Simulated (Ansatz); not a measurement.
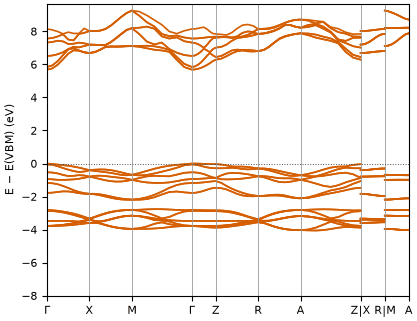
Figure. Band structure from DFT-r²SCAN with spin–orbit coupling in the program Ansatz with PAW potentials

Task: Read off the gap and where the band edges lie.

Result: About 5.7 eV (5.69 eV by a search for the band edges); maximum at Γ, minimum at Γ.

The material is SrBrF in space group P4/nmm (No. 129; Sr on 2c, Br on 2c, F on 2a).

The first step of the workflow began from a Materials Project structure, measured or hypothetical; the Crystallography Open Database copy checked does not list it. Its standing as an ambient phase is unchecked. Symmetry was held in the r²SCAN relaxation; whether a distortion lowers the energy is not shown.

Potentials: the later of the program's two PAW sets.
